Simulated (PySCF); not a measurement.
**C$_{9}$H$_{9}$FSi (SMILES FCc1cccc2c1C=C[SiH2]2): density, localisation and related maps**

```tsv
atom	x (Å)	y (Å)	z (Å)
F	-3.3786	-1.1777	-0.7249
C	-2.0487	-1.4604	-0.5383
C	-1.2483	-0.2294	-0.2062
C	-1.8622	1.0144	-0.1170
C	-1.1282	2.1463	0.1890
C	0.2383	2.0537	0.4110
C	0.8703	0.8300	0.3275
C	0.1246	-0.3213	0.0167
C	0.9123	-1.5475	-0.0407
C	2.2228	-1.4330	0.2037
Si	2.6833	0.3570	0.5654
H	-1.9999	-2.1955	0.2751
H	-1.6969	-1.9220	-1.4697
H	-2.9251	1.0921	-0.2891
H	-1.6244	3.1034	0.2538
H	0.8092	2.9393	0.6502
H	0.4273	-2.4857	-0.2723
H	2.8801	-2.2866	0.1823
H	3.5723	0.9528	-0.4333
H	3.1666	0.5807	1.9288
```

Geometry: GFN2-xTB.

All numbers below come from PBE0/pcSseg-1, SCF density, gas phase, non-relativistic (PySCF 2.14.0).

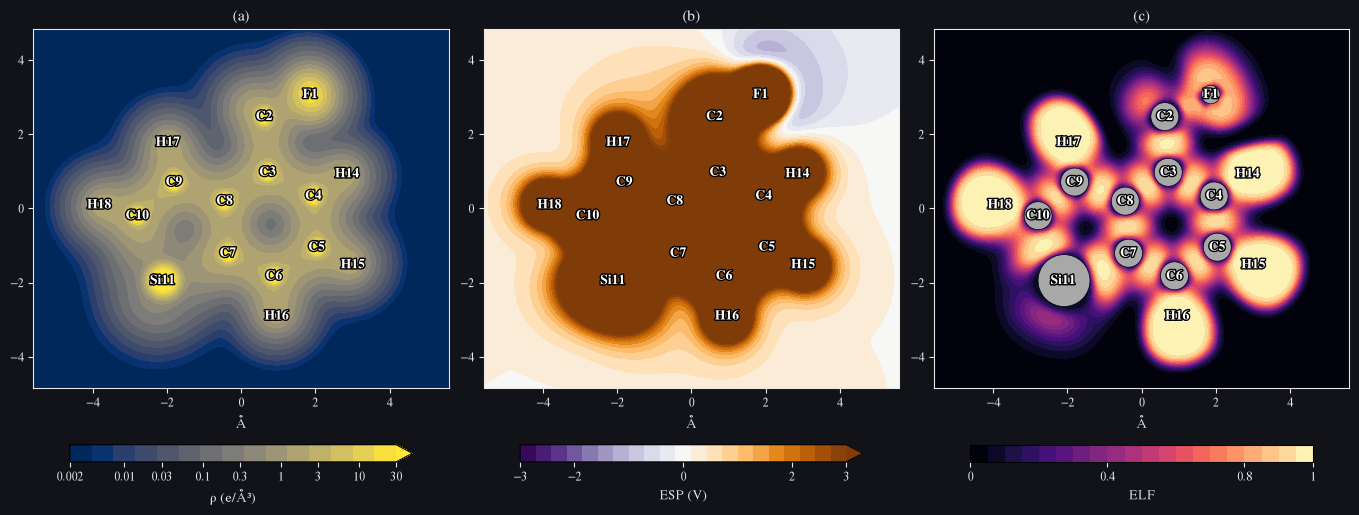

Figure 1. (a) total electron density; (b) electrostatic potential; (c) electron localisation function on the plane of atoms C3, C4 and C5. Grey discs cover the atomic cores in the ELF map.

**Describe what can be read from this map.**

Atoms in the plane: F, C, Si and H.
C–C (1.34 Å): ρ is about 2.3 e/Å³ halfway; the ELF peaks at about 0.95 between the atoms: a short, multiple covalent bond.
C–F (1.37 Å): ρ at the midpoint is about 2.1 e/Å³, with its minimum of 1.7 e/Å³ about 0.5 Å from C; the ELF peaks at about 0.85 between the atoms: a shared but strongly polarised pair.
C–Si (1.88 Å): the density is about 0.93 e/Å³ at the midpoint; the ELF peaks at about 0.95 between the atoms; a shared electron pair.
C–H (1.08 Å): ρ at the midpoint is about 2 e/Å³; the ELF climbs to about 1 towards the hydrogen, as it does in any bond to H; a covalent bond by its length.
C–C (1.38 Å): the density is about 2.1 e/Å³ at the midpoint; the ELF peaks at about 0.95 between the atoms, as expected for a covalent bond.
The ELF also peaks beside F1, away from the bonds: lone-pair regions.
Outside the dense part of the molecule the potential is most negative (−1.1 V) near F1.

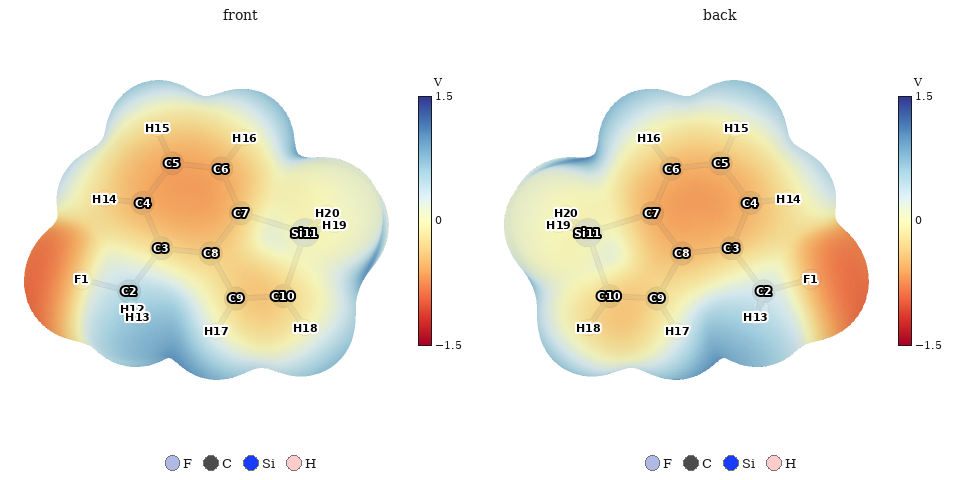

Figure 2. The molecular electrostatic potential painted on the density surface at 0.001 e/bohr³, seen from the front and from behind; the colour scale runs from red (negative) to blue (positive).

**Where is the surface potential most negative and most positive?**

The most negative region (about −0.9 V) lies over F1, the most positive (about +1.0 V) over Si11 and H17.

**What dipole moment does the calculation give?**

Its dipole moment is 1.50 D.
